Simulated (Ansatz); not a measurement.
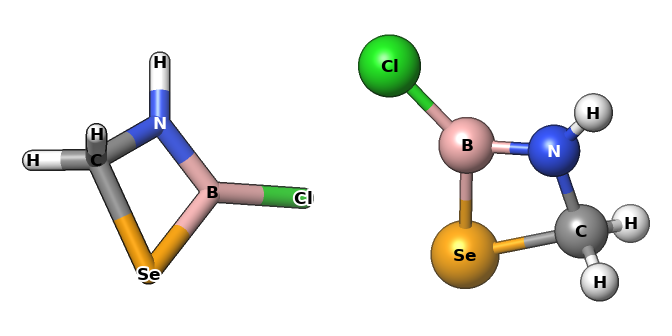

Two views of one molecule.

What does the picture show?

It has 8 atoms: 1 carbon, 3 hydrogen, 1 boron, 1 chlorine, 1 nitrogen and 1 selenium (CH3BClNSe). As SMILES it reads `ClB1NC[Se]1`. Independent rings (smallest set): 1 of 4 members. This geometry has Cs symmetry. Coordination, clear cases only: 1 B trigonal planar; 1 N trigonal planar; 1 Se bent.

The parts below concern this one geometry. Atoms keep their numbers from picture to picture. The geometry was computed by an optimisation with PBE0-D4/def2-TZVP.

Geometry

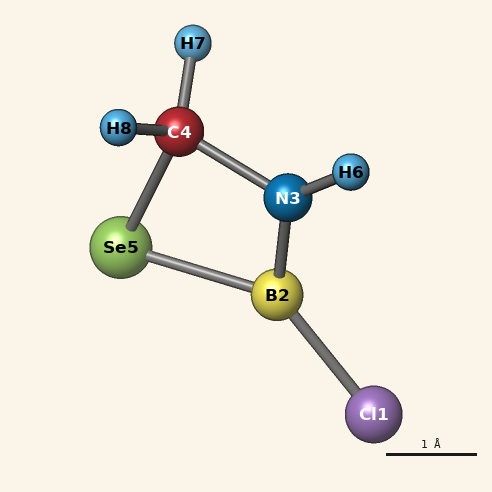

List the bonds and their lengths.

| bond | length (Å) | order |
| --- | --- | --- |
| Cl1–B2 | 1.741 | single |
| B2–N3 | 1.393 | single |
| B2–Se5 | 1.967 | single |
| N3–C4 | 1.444 | single |
| N3–H6 | 1.006 | single |
| C4–Se5 | 1.985 | single |
| C4–H7 | 1.091 | single |
| C4–H8 | 1.091 | single |

Vibrations

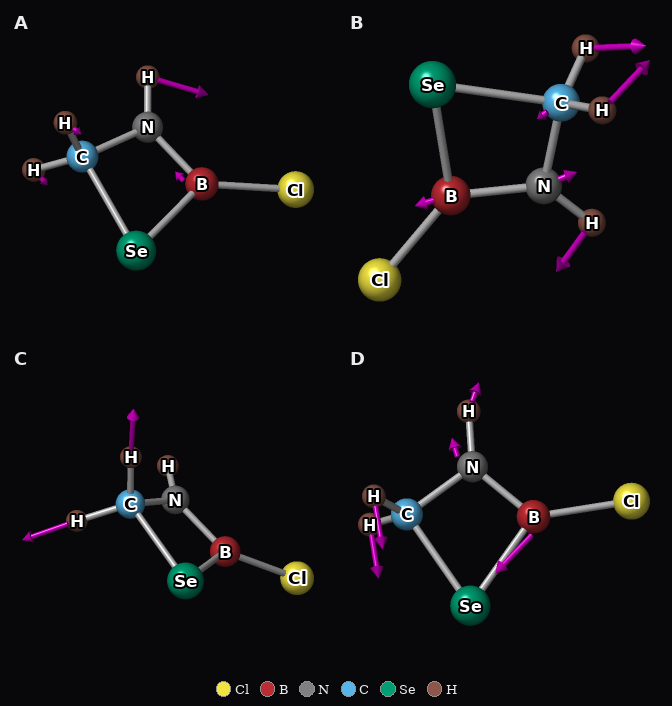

4 normal modes of one molecule or complex, as arrows. Harmonic vibrations computed with RKS PBE0-D4/def2-TZVP (Ansatz 0.2.0) at a stationary point of the same level.

Match the panels to the wavenumbers 956 cm⁻¹, 1236 cm⁻¹, 1447 cm⁻¹, 3080 cm⁻¹.

Answer. A: 1236 cm⁻¹
B: 1447 cm⁻¹
C: 3080 cm⁻¹, in-phase stretching of 2 C–H bonds
D: 956 cm⁻¹

Thermal motion

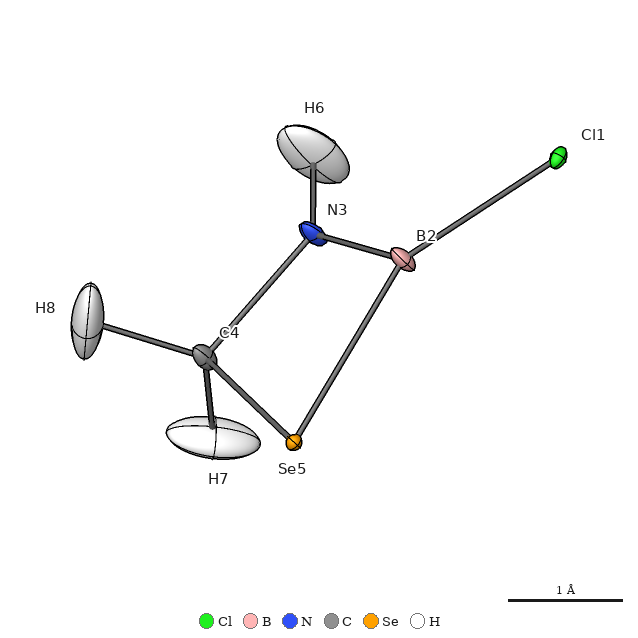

Displacement ellipsoids at the 50 % level, from the internal vibrations of the free molecule (harmonic, no overall translation or rotation; no half-axis is drawn under 0.075 Å). Vibrations computed with RKS PBE0-D4/def2-TZVP (Ansatz 0.2.0). Temperature: 600 K.

Which atom moves most?

Answer. H7, H8, with U_eq = 0.0341 Å².

Does H6 move more along its bond or across it?

Answer. Across it: the root-mean-square amplitude is 0.085 Å along the bond and up to 0.262 Å across, since bending and torsion are softer than stretching.

Give the displacement parameters, one line for each set of equivalent atoms.

| atom | U_eq (Å²) | rms amplitudes (Å) |
| --- | --- | --- |
| Cl1 | 0.0023 | 0.031, 0.033, 0.069 |
| B2 | 0.0055 | 0.046, 0.070, 0.098 |
| N3 | 0.0058 | 0.048, 0.070, 0.100 |
| C4 | 0.0052 | 0.052, 0.059, 0.096 |
| Se5 | 0.00064 | 0.008, 0.016, 0.040 |
| H6 | 0.0337 | 0.083, 0.160, 0.262 |
| H7, H8 | 0.0341 | 0.091, 0.146, 0.270 |

Electronic properties

Level of theory: RKS BLYP-D4/def2-TZVPP (Ansatz 0.2.0).

What does the calculation give?

- HOMO energy (Kohn–Sham orbital): −5.45 eV
- LUMO energy (Kohn–Sham orbital): −1.21 eV
- HOMO–LUMO gap: 4.24 eV
- dispersion correction: −49.3 kJ/mol

Dipole moment

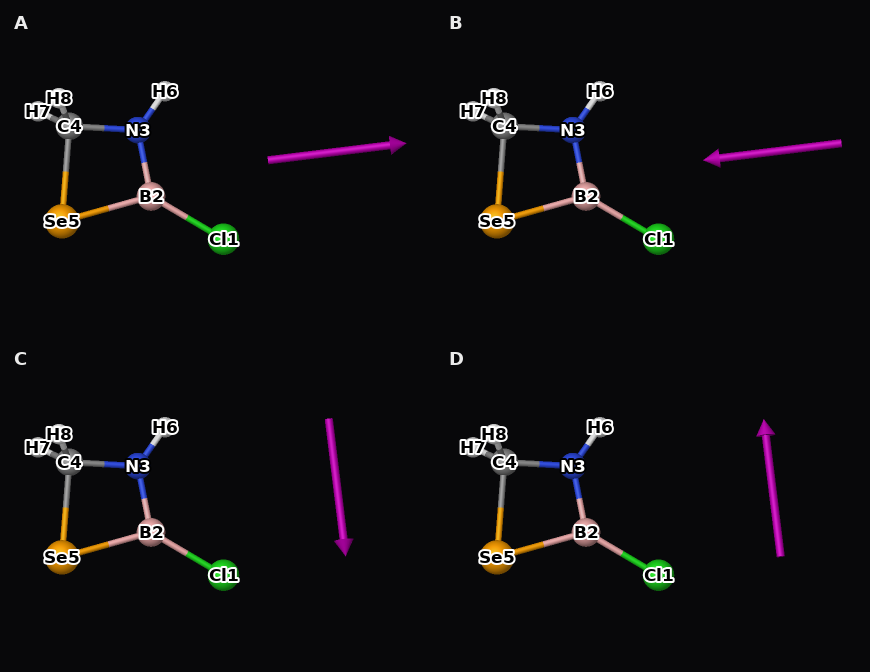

The same molecule four times, each with an arrow. Method: RKS PBE0-D4/def2-TZVP (Ansatz 0.2.0).

Which arrow points along the dipole moment, from the negative to the positive end?

Answer. D. The dipole moment is 2.95 D; it points from the side of Cl1 to the side of H6, H7, H8 (the outermost atoms at the two ends).
